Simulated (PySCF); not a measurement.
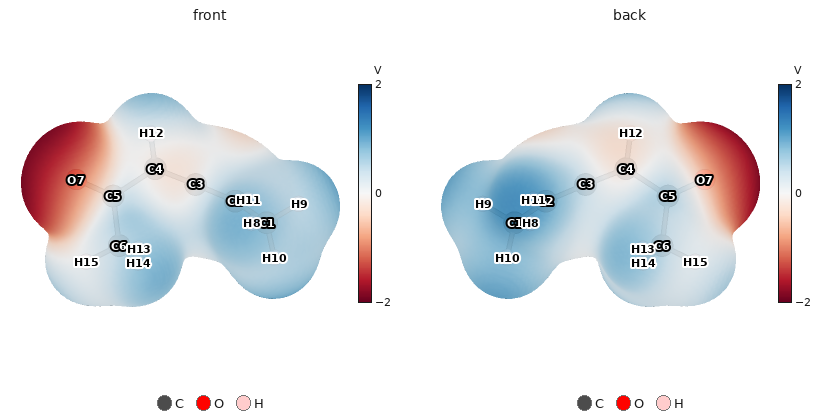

The picture shows: C₆H₈O (SMILES CC=C=CC(C)=O). The electrostatic potential painted on the density surface at 0.002 e/bohr³, seen from the front and from behind; red is negative and blue positive.

Geometry: GFN2-xTB.

All numbers below come from PBE0/pcSseg-1, SCF density, gas phase, non-relativistic in PySCF 2.14.0.

```xyz
15

C     2.2270   -0.6142    1.0270
C     1.5774   -0.3235   -0.2927
C     0.6052    0.5136   -0.4648
C    -0.3945    1.3386   -0.6201
C    -1.8142    0.9466   -0.5166
C    -2.0703   -0.4974   -0.1601
O    -2.7044    1.7452   -0.6967
H     1.7591   -0.0430    1.8241
H     3.2853   -0.3596    0.9833
H     2.1448   -1.6766    1.2540
H     1.9797   -0.8585   -1.1445
H    -0.2223    2.3834   -0.8460
H    -1.5213   -1.1530   -0.8313
H    -1.7216   -0.6834    0.8539
H    -3.1344   -0.7102   -0.2187
```

> Where is the surface potential most negative and most positive?

The most negative region (about −1.8 V) lies over O7, the most positive (about +1.2 V) over H11. O7 is the likeliest acceptor of a hydrogen bond.

> How polar is the molecule by this calculation?

Its dipole moment is 4.24 D.
